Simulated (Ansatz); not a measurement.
**F$_{4}$H$_{3}$NTi···H$_{2}$O: density, localisation and related maps**

Input file:

```
crystal:
  periodic: [false, false, false]
  atoms:
    - {symbol: Ti, position_ang: [-1.196525, -0.824135, 0.144961]}
    - {symbol: F, position_ang: [0.458726, -1.248478, 0.802153]}
    - {symbol: F, position_ang: [-1.020122, -1.684138, -1.368221]}
    - {symbol: F, position_ang: [-2.088240, -1.689009, 1.374998]}
    - {symbol: F, position_ang: [-2.528082, 0.274162, -0.347599]}
    - {symbol: H, position_ang: [0.637383, 1.122786, -0.128532]}
    - {symbol: N, position_ang: [-0.254430, 1.137826, 0.383005]}
    - {symbol: H, position_ang: [1.984384, -0.546263, -0.169778]}
    - {symbol: O, position_ang: [2.257244, 0.264076, -0.623482]}
    - {symbol: H, position_ang: [-0.852385, 1.881557, 0.042694]}
    - {symbol: H, position_ang: [-0.025698, 1.319712, 1.355168]}
    - {symbol: H, position_ang: [2.627646, -0.008096, -1.465367]}
basis:
  gaussian: {orbitals: def2-TZVPP}
hamiltonian: {xc: pbe0, dispersion: d4}
output: {orbitals: {seedname: orbitals}}
```

Launched as:

```sh
ansatz run in.yaml --threads 4 --pin off --events-out ev --progress --plain --max-ram 66560MiB --backend cuda --devices 0, --max-vram 37GiB
```

The reactant side of a reaction path; geometry: PBE0-D4/def2-TZVP.

All numbers below come from RKS PBE0-D4/def2-TZVPP (Ansatz 0.2.0).

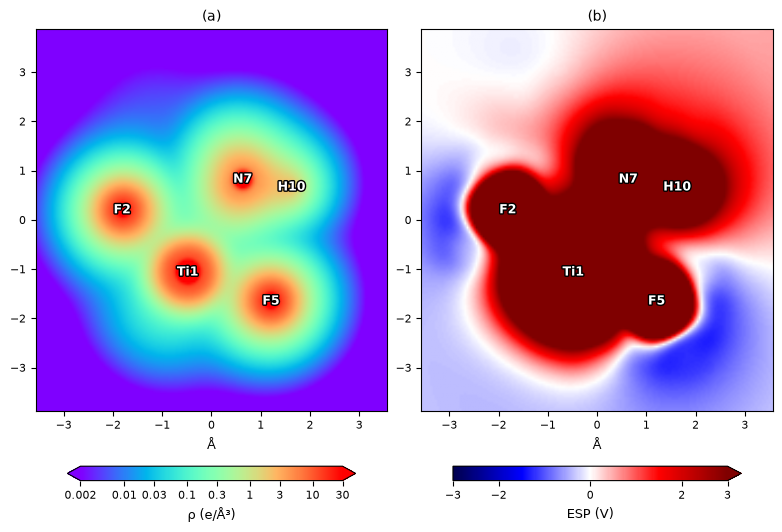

Figure 1. (a) electron density; (b) electrostatic potential on the plane of atoms F5, Ti1 and N7.

Q: Interpret the plot.

A:
- The plane passes through Ti, F, N and H nuclei.
- Ti–N (2.19 Å): ρ is about 0.48 e/Å³ halfway.
- Ti–F (1.79 Å): the density is about 1 e/Å³ at the midpoint.
- N–H (1.01 Å): ρ at the midpoint is about 3 e/Å³.
- Outside the dense part of the complex the potential is most negative (−1.3 V) near F5.

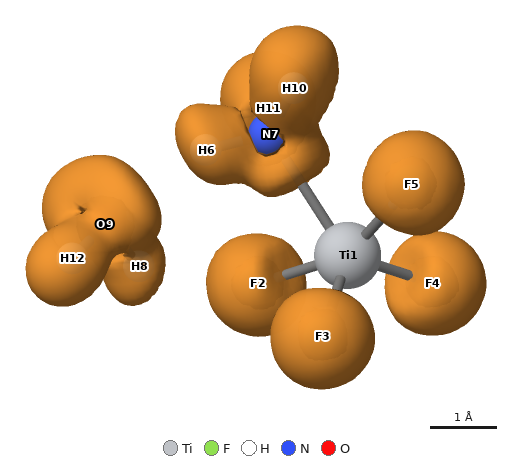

Figure 2. Isosurface of the ELF at 0.75 (orange), seen across its widest extent. Core shells and regions of very low density are left out.

Q: Describe the localisation domains.

A: At this value the surface marks out four regions wrapped around F (the valence shell of each), one joined region spread over several atoms (H, N), in which their bonds and any lone pairs are merged and one joined region spread over several atoms (H, O), in which their bonds and any lone pairs are merged. Profiles from the grid: O9···H6 (1.90 Å): the ELF dips to about 0.10 between them: a closed-shell contact with the geometry of a hydrogen bond. Ti–F (1.75 Å): the ELF peaks at about 0.80 in the valence shell of F, 0.5 Å from its nucleus, and drops to about 0.25 between the two atoms.

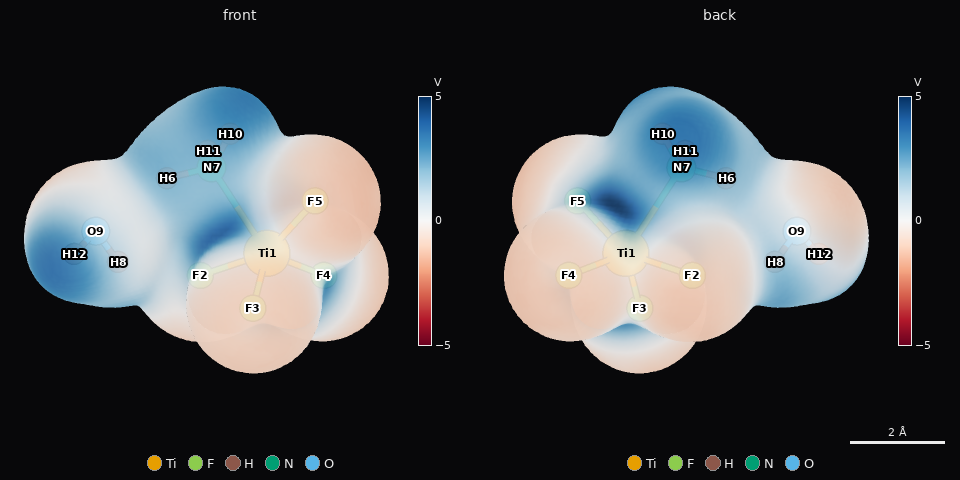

Figure 3. The electrostatic potential painted on the density surface at 0.004 e/bohr³, seen from the front and from behind; the colour scale runs from red (negative) to blue (positive).

Q: Describe the electrostatic potential map.

A: The most negative region (about −1.3 V, or −30 kcal/mol for a unit charge) lies over F5, the most positive (about +4.4 V, or +101 kcal/mol for a unit charge) over Ti1.

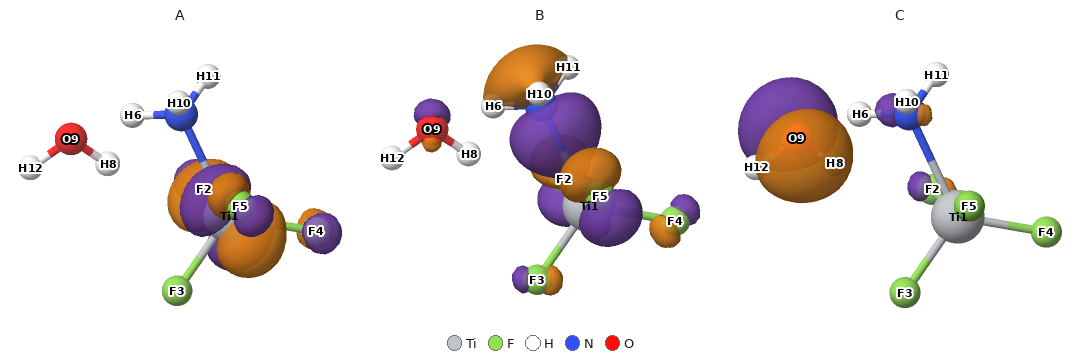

Figure 4. Three frontier orbitals at ±0.15 Å⁻³ᐟ² (orange and purple are the two phases), in no order.

Q: Which picture is the HOMO−1, the HOMO and the LUMO?

A: B is the HOMO−1 (−10.30 eV). By Hirshfeld shares it lies mainly on N7 (about 35 %), F5 (about 25 %), F2 (about 20 %) and Ti1 (about 10 %); largely a combination of lone pairs on N7, F5 and F2. C is the HOMO (−9.69 eV). By Hirshfeld shares it lies mainly on O9 (about 85 %); largely a lone pair of O9. A is the LUMO (−2.13 eV). It lies mainly on Ti1 (about 80 %), F5 (about 5 %) and F2 (about 5 %).

Q: What is the HOMO–LUMO gap?

A: 7.56 eV between the orbital energies.
